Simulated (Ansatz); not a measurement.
**PF3 (SMILES FP(F)F): levels of theory compared**

We compute a comparison of 6 runs (BHLYP/STO-3G, BLYP/STO-3G, UPBE0/STO-3G, r2SCAN0/STO-3G, wB97M-V/STO-3G, UCCSD(T)/STO-3G) of PF3. 

Program for the calculation: Ansatz 0.2.0.

42 further runs of the same task are left out: 7 that didn't finish, 35 set aside as unsound or not needed.

### Step 1. The system as given

PF3 has 4 atoms, charge 0, and is taken as a singlet. SMILES: `FP(F)F`. The F2–P1 distance was set to 3.992 Å, away from the relaxed value. At this shape a bond of the SMILES string is far longer than usual.

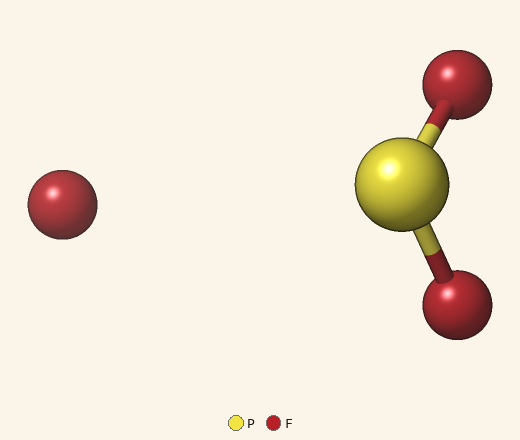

Viewed from a chosen angle; phosphorus yellow, fluorine red.

### Step 2. The energy at BHLYP/STO-3G (run 1)

The input, input.yaml:

```yaml
crystal:
  periodic: [false, false, false]
  atoms:
    - symbol: P
      position_ang: [-2.035965, 0.057064, 1.910434]
    - symbol: F
      position_ang: [1.349610, -0.029560, -0.203150]
    - symbol: F
      position_ang: [-2.679825, 1.232224, 1.039954]
    - symbol: F
      position_ang: [-2.727835, -1.103806, 1.057194]
basis:
  gaussian:
    orbitals: STO-3G
hamiltonian:
  xc: {name: BHLYP}
accuracy: high
```

Launch:

```
$ ansatz run input.yaml --threads 1 --pin off --max-ram 2610MiB --events-out events.jsonl --progress --plain --runs-dir runs
```

Log:

```text
Warning: RAYON_NUM_THREADS=1 ignored (pool sized by the plan → 1); use --threads N
Functional definition: BHLYP
  name "BHLYP"
  parameter a = 0.5
  exchange = (1 - a)*b88_x + a*exact_x
  correlation = lyp_c
409 factors; integrals over basis functions are off by at most 3.4e-8 eV
mean field evaluation 1: about -17195.5714 eV, gradient 2.7e1 eV
mean field evaluation 2: about -16808.0627 eV, gradient 7.0e0 eV
mean field evaluation 4: about -17196.3984 eV, gradient 2.6e1 eV
mean field evaluation 8: about -17189.8045 eV, gradient 6.3e0 eV
mean field evaluation 16: about -17206.0164 eV, gradient 2.9e-2 eV
mean field evaluation 32: about -17205.9970 eV, gradient 4.7e-1 eV
mean field -17206.01638268 eV, -632.3094394066 hartree, gradient 1.4e-8 eV, S^2 0.000000; 4 other end points of the search recorded, 0 dependent functions left out
reference -17206.01639698 eV, -632.3094399322 hartree; 21, 21 occupied and 3, 3 virtual orbitals, 409 factors
Total energy: -17206.01639698 eV, -632.3094399322 hartree
```

It took 0.72 s on 1 thread of AMD EPYC 9R45 (Zen 5), shared host.

### Step 3. A single-point energy at BLYP/STO-3G (run 2)

The input, molecule.yaml:

```yaml
crystal:
  periodic: [false, false, false]
  atoms:
    - {symbol: P, position_ang: [-2.035965, 0.057064, 1.910434]}
    - {symbol: F, position_ang: [1.349610, -0.029560, -0.203150]}
    - {symbol: F, position_ang: [-2.679825, 1.232224, 1.039954]}
    - {symbol: F, position_ang: [-2.727835, -1.103806, 1.057194]}
basis:
  gaussian:
    orbitals: STO-3G
total_charge: 0
hamiltonian:
  xc: {name: BLYP}
accuracy: high
```

Launch:

```
$ ansatz run molecule.yaml --threads 1 --pin off --max-ram 2610MiB --events-out events.jsonl --progress --plain --runs-dir runs
```

Log:

```text
Warning: RAYON_NUM_THREADS=1 ignored (pool sized by the plan → 1); use --threads N
Functional definition: BLYP
  name "BLYP"
  parameter beta = 0.0042
  parameter a = 0.04918
  parameter b = 0.132
  parameter c = 0.2533
  parameter d = 0.349
  exchange = b88_x(beta = beta)
  correlation = lyp_c(a = a, b = b, c = c, d = d)
409 factors; integrals over basis functions are off by at most 3.4e-8 eV
mean field evaluation 1: about -17195.4084 eV, gradient 2.2e1 eV
mean field evaluation 2: about -16803.2913 eV, gradient 6.9e0 eV
mean field evaluation 4: about -17193.8928 eV, gradient 3.0e1 eV
mean field evaluation 8: about -17206.9556 eV, gradient 3.0e-1 eV
mean field evaluation 16: about -17206.9498 eV, gradient 1.7e-6 eV
mean field evaluation 32: about -17206.9457 eV, gradient 1.9e-1 eV
mean field -17206.94979707 eV, -632.3437417530 hartree, gradient 9.4e-9 eV, S^2 0.000000; 4 other end points of the search recorded, 0 dependent functions left out
reference -17206.94982553 eV, -632.3437427986 hartree; 21, 21 occupied and 3, 3 virtual orbitals, 409 factors
Total energy: -17206.94982553 eV, -632.3437427986 hartree
```

It took 0.68 s on 1 thread of AMD EPYC 9R45 (Zen 5), shared host.

### Step 4. The energy at UPBE0/STO-3G (run 3)

The input, run.yaml:

```yaml
crystal:
  periodic: [false, false, false]
  atoms:
    - {symbol: P, position_ang: [-2.035965, 0.057064, 1.910434]}
    - {symbol: F, position_ang: [1.349610, -0.029560, -0.203150]}
    - {symbol: F, position_ang: [-2.679825, 1.232224, 1.039954]}
    - {symbol: F, position_ang: [-2.727835, -1.103806, 1.057194]}
basis:
  gaussian: {orbitals: STO-3G}
accuracy: high
magnetization: {spin_polarized: true}
hamiltonian: {xc: {name: PBE0}}
```

Launch:

```
$ ansatz run run.yaml --threads 1 --pin off --max-ram 2610MiB --events-out events.jsonl --progress --plain --runs-dir runs
```

Log:

```text
Warning: RAYON_NUM_THREADS=1 ignored (pool sized by the plan → 1); use --threads N
Functional definition: PBE0
  name "PBE0"
  parameter a = 0.25
  parameter kappa = 0.804
  parameter beta = 0.06672455060314922
  exchange = (1 - a)*pbe_x(kappa = kappa, mu = beta*pi^2/3) + a*exact_x
  correlation = pbe_c(beta = beta)
409 factors; integrals over basis functions are off by at most 3.4e-8 eV
mean field evaluation 1: about -17188.2598 eV, gradient 1.7e1 eV
mean field evaluation 2: about -16799.3842 eV, gradient 4.9e0 eV
mean field evaluation 4: about -17188.2302 eV, gradient 1.9e1 eV
mean field evaluation 8: about -17199.2628 eV, gradient 4.2e-1 eV
mean field evaluation 16: about -17201.7633 eV, gradient 8.5e-1 eV
mean field evaluation 32: about -17201.7923 eV, gradient 1.3e-5 eV
mean field evaluation 64: about -17201.7922 eV, gradient 4.1e-4 eV
mean field -17201.79227147 eV, -632.1542061831 hartree, gradient 2.5e-8 eV, S^2 1.000639; 6 other end points of the search recorded, 0 dependent functions left out
reference -17201.79227234 eV, -632.1542062151 hartree; 21, 21 occupied and 3, 3 virtual orbitals, 409 factors
Total energy: -17201.79227234 eV, -632.1542062151 hartree
```

Run time: 6.3 s. Hardware: 1 thread of AMD EPYC 9R45 (Zen 5), shared host; peak memory 0.17 GiB.

Runs 4 to 5 aren't shown in full; the table further down has their settings and results.

### Step 5. A single-point energy at UCCSD(T)/STO-3G (run 6)

run.yaml, as its differences from that of step 4:

```diff
@@ -8,5 +8,11 @@
 basis:
-  gaussian: {orbitals: STO-3G}
+  gaussian:
+    orbitals: STO-3G
+magnetization:
+  spin_polarized: true
+correlation:
+  method: ccsd_t
+  frozen_orbitals: {F: 1, P: 5}
 accuracy: high
-magnetization: {spin_polarized: true}
-hamiltonian: {xc: {name: PBE0}}
+scf:
+  omitted_lower_state_checks: [cluster_reference, increment]
```

Launch:

```
$ ansatz run run.yaml --threads 1 --pin off --max-ram 2610MiB --events-out events.jsonl --progress --plain --runs-dir runs
```

Log:

```text
Warning: RAYON_NUM_THREADS=1 ignored (pool sized by the plan → 1); use --threads N
[... 16 lines left out ...]
8 core orbitals not correlated: weight in the atoms' cores, before any rotation towards them, 1.000 or more for the frozen orbitals, at most 0.000 for the correlated occupied ones
[... 144 lines left out ...]
Total energy: -17171.14116631 eV, -631.0277988443 hartree
Checks for a lower state left out: cluster_reference, increment
```

Run time: 1.2 s. Hardware: 1 thread of AMD EPYC 9R45 (Zen 5), shared host.

### Step 6. The series

```csv
run,level,frozen core orbitals,energy (Eh),wall time
1,BHLYP/STO-3G,–,-632.309440,0.72 s
2,BLYP/STO-3G,–,-632.343743,0.68 s
3,UPBE0/STO-3G,–,-632.154206,6.3 s
4,r2SCAN0/STO-3G,–,-632.316109,2.7 s
5,wB97M-V/STO-3G,–,-632.434075,9.9 s
6,UCCSD(T)/STO-3G,8,-631.027799,1.2 s
```

### Step 7. Results

| quantity | value |
| --- | --- |
| run 6: total energy | -631.02780 Eh |
| run 6: correlation energy (8 core orbitals frozen) | -78.0 mEh |
| run 6: (T) correction | -4.21 mEh |
| run 6: ⟨S²⟩ of the reference determinant | 1.004 |
| run 6: T1 diagnostic | 0.016 |

In words: Totals of different functionals can't be ranked against each other. In runs 1, 2, 3, 4, 5, 6 the basis is minimal, so the values are rough. In runs 1, 2, 4, 5 a closed-shell determinant meets a far-stretched bond, which it describes badly. Spin contamination of the reference: run 6 ⟨S²⟩ = 1.00, run 3 ⟨S²⟩ = 1.00. Where it is this large, the reference is a mixture of spin states, and values that rest on it are in doubt. All runs together took 21 s, the longest 9.9 s.
